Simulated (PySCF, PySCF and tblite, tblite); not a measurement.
# C₅H₅N: telling isomers apart by computed NMR, part 2 of 2

PySCF and tblite. Atoms count from 0.

## 10. Couplings, isomer B, conformer 1: B3LYP/6-31G*+pcJ-1

The job: settings as JSON, then the geometry in Å.

```
{"job": {"xc": "B3LYP", "basis": {"default": "6-31G*", "H": "pcJ-1"}, "nuclei": ["H", "F", "P", "Si", "B"], "kind": "j"}, "charge": 0, "multiplicity": 1}
C      0.561490    -0.750083    -2.004719
C     -0.203154    -0.148456    -1.096265
C      0.171350    -0.021433     0.287618
C     -0.595781     0.586179     1.207110
C     -0.213002     0.700493     2.552417
N      0.094645     0.796935     3.654262
H      1.515037    -1.178855    -1.743112
H      0.262696    -0.834498    -3.035006
H     -1.157973     0.276032    -1.379274
H      1.124217    -0.444137     0.580139
H     -1.554100     1.020494     0.950866
```

Log:

```text
coarse grid: 9592 points
cycle   1  E = -248.2282374315  dE =  8.051e-01  |g| = 4.642e-01  |ddm| = 3.373e+00
cycle   2  E = -248.0811226195  dE =  1.471e-01  |g| = 9.309e-01  |ddm| = 1.416e+00
cycle   3  E = -248.2785456412  dE = -1.974e-01  |g| = 1.699e-01  |ddm| = 9.959e-01
cycle   4  E = -248.2857750340  dE = -7.229e-03  |g| = 2.802e-02  |ddm| = 1.635e-01
cycle   5  E = -248.2859258333  dE = -1.508e-04  |g| = 1.475e-02  |ddm| = 4.507e-02
cycle   6  E = -248.2859850690  dE = -5.924e-05  |g| = 3.628e-03  |ddm| = 1.680e-02
cycle   7  E = -248.2859882924  dE = -3.223e-06  |g| = 6.180e-04  |ddm| = 3.163e-03
final grid: 93896 points
cycle   8  E = -248.2394458832  dE = -2.469e-05  |g| = 4.807e-03  |ddm| = 2.061e-02
cycle   9  E = -248.2394463660  dE = -4.828e-07  |g| = 4.679e-03  |ddm| = 9.054e-03
cycle  10  E = -248.2394519804  dE = -5.614e-06  |g| = 1.430e-03  |ddm| = 4.722e-03
cycle  11  E = -248.2394524398  dE = -4.594e-07  |g| = 2.788e-04  |ddm| = 1.423e-03
cycle  12  E = -248.2394524560  dE = -1.614e-08  |g| = 6.821e-05  |ddm| = 2.772e-04
cycle  13  E = -248.2394524571  dE = -1.118e-09  |g| = 3.016e-05  |ddm| = 9.558e-05
cycle  14  E = -248.2394524573  dE = -2.274e-10  |g| = 9.431e-06  |ddm| = 3.320e-05
converged SCF energy = -248.2394524573

Indirect spin-spin couplings (Hz)
  i      j    bonds     total        FC       PSO       DSO        SD
  6 H    7 H    2     -0.900    -0.122     2.896    -3.674         -
  6 H    8 H    3     16.371    17.983     1.764    -3.376         -
  6 H    9 H    4     -0.652    -1.105    -0.916     1.370         -
  6 H   10 H    5      0.798     1.209     0.853    -1.263         -
  7 H    8 H    3     11.322    11.826     0.256    -0.760         -
  7 H    9 H    4     -1.703    -1.048     1.100    -1.756         -
  7 H   10 H    5      0.971     1.252     0.625    -0.907         -
  8 H    9 H    3     10.464    11.612     1.899    -3.048         -
  8 H   10 H    4     -0.446    -0.968    -0.917     1.439         -
  9 H   10 H    3     15.839    17.286     1.791    -3.239         -
```

Run time: 8.4 s. Hardware: 1 thread of Arm Neoverse V1, shared host.

In short: HOMO -6.92 eV, LUMO -2.01 eV; dipole 4.55 D.

## 11. The ensemble, isomer B: properties at B97-2/pcSseg-1 in dimethylsulfoxide

The job: settings as JSON, then the geometry in Å.

```
{"job": {"study": "conf", "smiles": "C=C/C=C/C#N", "search": {"seed": 2067, "n_embed": 60, "ff_keep": 14, "window": 2.5, "nmax": 6, "temps": [250, 298.15, 350], "t_ref": 298.15, "order": 0.0005}, "level": {"nmr": {"xc": "B97-2", "basis": "pcSseg-1", "solvent": "dimethylsulfoxide"}, "sp": {"xc": "PBE0", "basis": "def2-SVP", "solvent": "dimethylsulfoxide"}, "j": {"xc": "B3LYP", "basis": {"default": "6-31G*", "H": "pcJ-1"}, "nuclei": ["H", "F", "P", "Si", "B"]}}, "kind": "conf"}, "charge": 0, "multiplicity": 1}
C      0.561490    -0.750083    -2.004719
C     -0.203154    -0.148456    -1.096265
C      0.171350    -0.021433     0.287618
C     -0.595781     0.586179     1.207110
C     -0.213002     0.700493     2.552417
N      0.094645     0.796935     3.654262
H      1.515037    -1.178855    -1.743112
H      0.262696    -0.834498    -3.035006
H     -1.157973     0.276032    -1.379274
H      1.124217    -0.444137     0.580139
H     -1.554100     1.020494     0.950866
```

Log:

```text
conformer  sym    E(xTB)   E(DFT)   G(298.15 K)  weight  dipole/D
    1     Cs      0.000    0.000    0.000   1.0000    5.968

mean shielding (ppm) by class
class atoms           250 K   298.15 K      350 K
  0 C  0             48.981     48.981     48.981
  1 C  1             46.174     46.174     46.174
  2 C  2             24.692     24.692     24.692
  3 C  3             86.329     86.329     86.329
  4 C  4             60.678     60.678     60.678
  5 N  5            -22.559    -22.559    -22.559
  6 H  6             25.536     25.536     25.536
  7 H  7             25.549     25.549     25.549
  8 H  8             24.896     24.896     24.896
  9 H  9              24.29      24.29      24.29
 10 H  10            26.146     26.146     26.146
```

Wall time 21 s (1 thread of Arm Neoverse V1, shared host). This counts the runs that the step sums up.

The search (ETKDG, MMFF94s, GFN2-xTB) embedded 60 structures, kept 1 distinct ones after the force field and 1 after xTB; 1 was carried on (window 2.5 kcal/mol at the search's own energies). Energies: PBE0/def2-SVP in dimethylsulfoxide with D3(BJ).

The conformers at 298 K:

```
no.  group  mirror pair  ΔE xTB  ΔE DFT    ΔG  weight (%)  μ (D)  C0–C1–C2–C3 (°)      A, B, C (GHz)
  1     Cs           no    0.00    0.00  0.00       100.0   5.97              180  26.75, 1.47, 1.39
```

Energies in kcal/mol. ΔG holds xTB vibrations and rotation, symmetry numbers and mirror pairs.

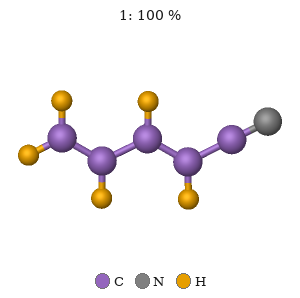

The one conformer.

Shifts against references run at the same level (¹³C TMS 187.1, ¹H TMS 31.80 ppm of shielding), by class of atoms, at 298 K:

```
atoms                         environment    average
   C2                           alkene CH      162.4
   C1                           alkene CH      140.9
   C0                terminal =CH2 carbon      138.1
   C4                      nitrile carbon      126.4
   C3                           alkene CH      100.8
   H9            hydrogen on an alkene CH       7.51
   H8            hydrogen on an alkene CH       6.90
   H6  hydrogen on a terminal =CH2 carbon       6.26
   H7  hydrogen on a terminal =CH2 carbon       6.25
  H10            hydrogen on an alkene CH       5.65
   N5                    nitrile nitrogen  -22.6 (σ)
```

Couplings (Hz, B3LYP/6-31G*+pcJ-1; one pair named for each class), from conformers that hold 100 % of the weight:

```
  pair  bonds  average
 H6–H7      2     -0.9
 H6–H8      3     16.4
H9–H10      3     15.8
 H7–H8      3     11.3
 H8–H9      3     10.5
 H7–H9      4     -1.7
 H6–H9      4     -0.7
```

Effective distances for nuclear Overhauser effects, ⟨r⁻⁶⟩^(−1/6) over all pairs of two classes (Å): H6···H7 1.83; H7···H8 2.45; H6···H9 2.47; H8···H10 2.48; H6···H8 3.06; H9···H10 3.08; H8···H9 3.09; H7···H9 3.74.

## 12. Shieldings, isomer B, conformer 1: LDA/pcSseg-1 in tetrahydrofuran

The job: settings as JSON, then the geometry in Å.

```
{"job": {"xc": "LDA", "basis": "pcSseg-1", "solvent": "tetrahydrofuran", "kind": "nmr", "pop": false}, "charge": 0, "multiplicity": 1}
C      0.562785    -0.751745    -2.008351
C     -0.204893    -0.148280    -1.099638
C      0.171777    -0.020857     0.290214
C     -0.598198     0.588213     1.210472
C     -0.215891     0.705171     2.566681
N      0.098685     0.798763     3.671102
H      1.521516    -1.184930    -1.754046
H      0.262800    -0.836502    -3.043407
H     -1.163154     0.277360    -1.386254
H      1.128181    -0.445344     0.582763
H     -1.558183     1.020821     0.944499
```

Log:

```text
coarse grid: 9592 points
cycle   1  E = -245.8451556404  dE =  5.924e-01  |g| = 4.938e-01  |ddm| = 3.232e+00
cycle   2  E = -245.7066913791  dE =  1.385e-01  |g| = 9.207e-01  |ddm| = 1.341e+00
cycle   3  E = -245.8821575751  dE = -1.755e-01  |g| = 3.329e-01  |ddm| = 9.515e-01
cycle   4  E = -245.9079062184  dE = -2.575e-02  |g| = 4.339e-02  |ddm| = 2.446e-01
cycle   5  E = -245.9081780998  dE = -2.719e-04  |g| = 2.739e-02  |ddm| = 6.458e-02
cycle   6  E = -245.9083822595  dE = -2.042e-04  |g| = 9.920e-03  |ddm| = 3.078e-02
cycle   7  E = -245.9084066126  dE = -2.435e-05  |g| = 1.624e-03  |ddm| = 7.538e-03
cycle   8  E = -245.9084069258  dE = -3.133e-07  |g| = 1.109e-03  |ddm| = 1.759e-03
final grid: 93896 points
cycle   9  E = -245.9798186106  dE = -2.658e-05  |g| = 4.533e-03  |ddm| = 2.809e-02
cycle  10  E = -245.9798036972  dE =  1.491e-05  |g| = 8.551e-03  |ddm| = 9.402e-03
cycle  11  E = -245.9798228661  dE = -1.917e-05  |g| = 2.016e-03  |ddm| = 7.444e-03
cycle  12  E = -245.9798240273  dE = -1.161e-06  |g| = 2.303e-04  |ddm| = 1.725e-03
cycle  13  E = -245.9798240340  dE = -6.643e-09  |g| = 1.520e-04  |ddm| = 2.643e-04
cycle  14  E = -245.9798240397  dE = -5.760e-09  |g| = 5.006e-05  |ddm| = 1.620e-04
cycle  15  E = -245.9798240404  dE = -7.084e-10  |g| = 1.032e-05  |ddm| = 5.635e-05
converged SCF energy = -245.9798240404

GIAO shielding tensors (ppm)
atom      isotropic    diamagn.    paramagn.     s11        s22        s33       span
  0 C       37.245     254.078    -216.833    -68.567     21.796    158.507    227.074
  1 C       31.782     254.482    -222.700    -78.113     26.300    147.158    225.271
  2 C       13.732     254.975    -241.244   -101.859      2.538    140.515    242.374
  3 C       75.173     255.576    -180.403    -15.318     89.724    151.113    166.431
  4 C       51.571     257.478    -205.907    -65.006    -60.444    280.162    345.168
  5 N      -47.457     343.685    -391.142   -188.888   -171.064    217.582    406.470
  6 H       24.803      30.207      -5.404     21.596     24.782     28.031      6.434
  7 H       24.824      27.843      -3.018     22.482     24.606     27.385      4.904
  8 H       24.103      30.603      -6.500     21.752     23.086     27.472      5.720
  9 H       23.711      32.120      -8.410     19.820     23.231     28.081      8.261
 10 H       25.460      28.915      -3.454     22.592     25.910     27.878      5.286
```

Wall time 5.6 s (1 thread of Arm Neoverse V1, shared host).

Key values: HOMO -6.55 eV, LUMO -3.13 eV; dipole 5.99 D.

## 13. Single-point energy, isomer B, conformer 1: M06-2X/def2-SVP in tetrahydrofuran

Changed since step 12:

```diff
@@ -1,2 +1,2 @@
-{"job": {"xc": "LDA", "basis": "pcSseg-1", "solvent": "tetrahydrofuran", "kind": "nmr", "pop": false}, "charge": 0, "multiplicity": 1}
+{"job": {"xc": "M06-2X", "basis": "def2-SVP", "solvent": "tetrahydrofuran", "kind": "sp"}, "charge": 0, "multiplicity": 1}
 C      0.562785    -0.751745    -2.008351
```

Log:

```text
coarse grid: 43384 points
cycle   1  E = -247.8982652894  dE =  9.584e-01  |g| = 3.979e-01  |ddm| = 3.652e+00
cycle   2  E = -247.8583080998  dE =  3.996e-02  |g| = 6.250e-01  |ddm| = 7.828e-01
cycle   3  E = -247.9437271131  dE = -8.542e-02  |g| = 3.129e-02  |ddm| = 4.466e-01
cycle   4  E = -247.9440471956  dE = -3.201e-04  |g| = 1.860e-02  |ddm| = 6.215e-02
cycle   5  E = -247.9441317595  dE = -8.456e-05  |g| = 4.424e-03  |ddm| = 2.013e-02
cycle   6  E = -247.9441365236  dE = -4.764e-06  |g| = 1.806e-03  |ddm| = 5.885e-03
final grid: 93896 points
cycle   7  E = -247.9436683077  dE = -1.795e-06  |g| = 2.444e-03  |ddm| = 7.844e-03
cycle   8  E = -247.9436675689  dE =  7.389e-07  |g| = 3.049e-03  |ddm| = 4.791e-03
cycle   9  E = -247.9436698891  dE = -2.320e-06  |g| = 3.126e-04  |ddm| = 2.597e-03
cycle  10  E = -247.9436699111  dE = -2.205e-08  |g| = 1.071e-04  |ddm| = 3.007e-04
cycle  11  E = -247.9436699135  dE = -2.392e-09  |g| = 3.583e-05  |ddm| = 1.052e-04
cycle  12  E = -247.9436699139  dE = -3.754e-10  |g| = 4.460e-06  |ddm| = 4.156e-05
converged SCF energy = -247.9436699139
```

Wall time 8 s (1 thread of Arm Neoverse V1, shared host).

This run: HOMO -8.26 eV, LUMO -1.05 eV; dipole 5.61 D.

## 14. Averages, isomer B: properties at LDA/pcSseg-1 in tetrahydrofuran

The job: settings as JSON, then the geometry in Å.

```
{"job": {"study": "conf", "smiles": "C=C/C=C/C#N", "search": {"seed": 2067, "n_embed": 60, "ff_keep": 14, "window": 2.5, "nmax": 6, "temps": [250, 298.15, 350], "t_ref": 298.15, "order": 0.0005}, "level": {"nmr": {"xc": "LDA", "basis": "pcSseg-1", "solvent": "tetrahydrofuran"}, "sp": {"xc": "M06-2X", "basis": "def2-SVP", "solvent": "tetrahydrofuran"}, "alter": {"geometry": "GFN1-xTB"}, "change": "LDA/pcSseg-1; solvent tetrahydrofuran; energies M06-2X/def2-SVP; GFN1-xTB geometries"}, "kind": "conf"}, "charge": 0, "multiplicity": 1}
C      0.562785    -0.751745    -2.008351
C     -0.204893    -0.148280    -1.099638
C      0.171777    -0.020857     0.290214
C     -0.598198     0.588213     1.210472
C     -0.215891     0.705171     2.566681
N      0.098685     0.798763     3.671102
H      1.521516    -1.184930    -1.754046
H      0.262800    -0.836502    -3.043407
H     -1.163154     0.277360    -1.386254
H      1.128181    -0.445344     0.582763
H     -1.558183     1.020821     0.944499
```

Log:

```text
conformer  sym    E(xTB)   E(DFT)   G(298.15 K)  weight  dipole/D
    1     Cs      0.000    0.000    0.000   1.0000    5.612

mean shielding (ppm) by class
class atoms           250 K   298.15 K      350 K
  0 C  0             37.245     37.245     37.245
  1 C  1             31.782     31.782     31.782
  2 C  2             13.732     13.732     13.732
  3 C  3             75.173     75.173     75.173
  4 C  4             51.571     51.571     51.571
  5 N  5            -47.457    -47.457    -47.457
  6 H  6             24.803     24.803     24.803
  7 H  7             24.824     24.824     24.824
  8 H  8             24.103     24.103     24.103
  9 H  9             23.711     23.711     23.711
 10 H  10             25.46      25.46      25.46
```

Run time: 14 s. Hardware: 1 thread of Arm Neoverse V1, shared host. This counts the runs that the step sums up.

Against the first level, at 298 K (shieldings, ppm; largest changes first):

```
atoms  B97-2/pcSseg-1 in dimethylsulfoxide  LDA/pcSseg-1 in tetrahydrofuran  change
   N5                                -22.6                            -47.5   -24.9
   C1                                 46.2                             31.8   -14.4
   C0                                 49.0                             37.2   -11.7
   C3                                 86.3                             75.2   -11.2
   C2                                 24.7                             13.7   -11.0
   C4                                 60.7                             51.6    -9.1
   H8                                24.90                            24.10   -0.79
   H6                                25.54                            24.80   -0.73
   H7                                25.55                            24.82   -0.72
  H10                                26.15                            25.46   -0.69
```

Weights: from PBE0/def2-SVP in dimethylsulfoxide energies 1: 100 %; from M06-2X/def2-SVP in tetrahydrofuran energies 1: 100 % (with a dispersion term where the level has one and the same thermal terms, so they don't follow from the SCF energies alone). Times: 21 s and 14 s.

## 15. The test of assignment

The job: settings as JSON, then the geometry in Å.

```
{"job": {"study": "set", "relation": "E/Z isomers", "members": [{"smiles": "[CH2:1]=[CH:2]/[CH:3]=[CH:4]\\[C:5]#[N:6]"}, {"smiles": "[CH2:1]=[CH:2]/[CH:3]=[CH:4]/[C:5]#[N:6]"}], "charge": 0, "search": {"seed": 2067, "n_embed": 60, "ff_keep": 14, "window": 2.5, "nmax": 6, "temps": [250, 298.15, 350], "t_ref": 298.15, "order": 0.0005}, "level": {"nmr": {"xc": "B97-2", "basis": "pcSseg-1", "solvent": "dimethylsulfoxide"}, "sp": {"xc": "PBE0", "basis": "def2-SVP", "solvent": "dimethylsulfoxide"}, "j": {"xc": "B3LYP", "basis": {"default": "6-31G*", "H": "pcJ-1"}, "nuclei": ["H", "F", "P", "Si", "B"]}}, "dp4": {"C": [2.5, 10], "H": [0.15, 10]}, "second_levels": [{"nmr": {"xc": "LDA", "basis": "pcSseg-1", "solvent": "tetrahydrofuran"}, "wide": true, "sp": {"xc": "M06-2X", "basis": "def2-SVP", "solvent": "tetrahydrofuran"}, "alter": {"geometry": "GFN1-xTB"}, "change": "LDA/pcSseg-1; solvent tetrahydrofuran; energies M06-2X/def2-SVP; GFN1-xTB geometries"}], "kind": "set"}, "charge": 0, "multiplicity": 1}
C      1.996262    -0.608708     0.012435
C      0.686363    -0.456571    -0.168554
C     -0.064613     0.625028     0.416257
C     -1.386274     0.800107     0.248304
C     -2.184854    -0.061052    -0.522689
N     -2.853690    -0.753528    -1.148304
H      2.541050    -1.422860    -0.432599
H      2.566912     0.080311     0.614392
H      0.127768    -1.156900    -0.775806
H      0.488278     1.329263     1.024417
H     -1.911776     1.627580     0.706184
```

Log:

```text
isomer  G rel   conformers  SMILES
A     0.393      1   C=C/C=C\C#N
B     0.000      1   C=C/C=C/C#N

signals of isomer B at the second level: probabilities [0.54015, 0.45985]
```

It took 60 s on 1 thread of Arm Neoverse V1, shared host. This counts the whole study up to here.

The 2 candidates (E/Z isomers), with energies and dipoles from their ensembles above, at 298 K; shieldings at B97-2/pcSseg-1 in dimethylsulfoxide:

```
isomer       SMILES  conformers    ΔE    ΔG  μ rms (D)
     A  C=C/C=C\C#N           1  0.30  0.39       5.47
     B  C=C/C=C/C#N           1  0.00  0.00       5.97
```

Energies in kcal/mol.

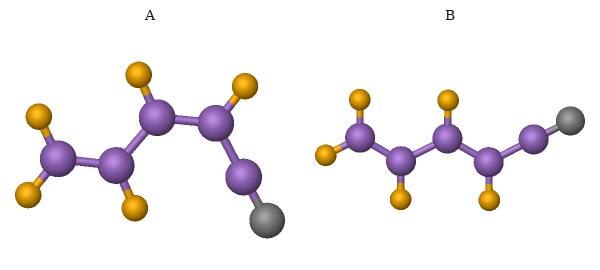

The leading conformer of each candidate.

The signals of isomer B, computed at a second level (LDA/pcSseg-1 in tetrahydrofuran on GFN1-xTB geometries), stand in for a spectrum. The test takes 5 C values, 5 H values (hydrogens on carbon alone). Each candidate's shieldings are matched to them by assigned atoms (like hydrogens of one group may swap) by a straight-line fit, or by a shift alone where signals are few or close (slope 1; a small slope inflates the errors), and the errors are weighed by Student-t tails (C: width 2.5 ppm, H: width 0.15 ppm).

```
candidate  C slope  C mean error  C largest  H slope  H mean error  H largest  P(C)  P(H)  P(all)
        A     0.99           1.3        3.1     1.11          0.05       0.12  51.4  52.6    54.0
        B     0.98           1.4        2.7     1.03          0.06       0.10  48.6  47.4    46.0
```

Errors in ppm, probabilities in per cent.

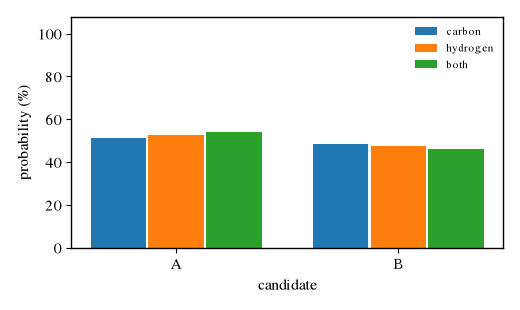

Probabilities for the signals of isomer B.

## 16. Results

What follows sums up all 2 parts.

| quantity | value |
| --- | --- |
| conformers, isomer A | 1; the first in weight is no. 1 (Cs), 100 % at 298 K |
| root-mean-square dipole, isomer A | 5.47 D |
| averaged ¹³C shifts, isomer A (B97-2/pcSseg-1 in dimethylsulfoxide) | 161.6, 139.3, 137.8, 124.1, 99.1 ppm |
| averaged ¹H shifts, isomer A (B97-2/pcSseg-1 in dimethylsulfoxide) | 7.45, 7.25, 6.34, 6.31, 5.57 ppm |
| conformers, isomer B | 1; the first in weight is no. 1 (Cs), 100 % at 298 K |
| root-mean-square dipole, isomer B | 5.97 D |
| averaged ¹³C shifts, isomer B (B97-2/pcSseg-1 in dimethylsulfoxide) | 162.4, 140.9, 138.1, 126.4, 100.8 ppm |
| averaged ¹H shifts, isomer B (B97-2/pcSseg-1 in dimethylsulfoxide) | 7.51, 6.90, 6.26, 6.25, 5.65 ppm |
| lowest in free energy | A, B, within 0.5 kcal/mol of one another |
| signals of B (LDA/pcSseg-1 in tetrahydrofuran on GFN1-xTB geometries) | best fit A, 54 % |

**Reading.** The search found one conformer for isomer A in the window, so the averages are its own values. The search found one conformer for isomer B in the window, so the averages are its own values. Going from B97-2/pcSseg-1 in dimethylsulfoxide to LDA/pcSseg-1 in tetrahydrofuran moves N5 of isomer B most, by 24.9 ppm of raw shielding (the geometries differ too). The test prefers A (54 %) although the signals are those of B, which is no clear verdict. The stand-in spectrum is computed, so it shares conformers and some errors with the candidates; a measured one would test harder.
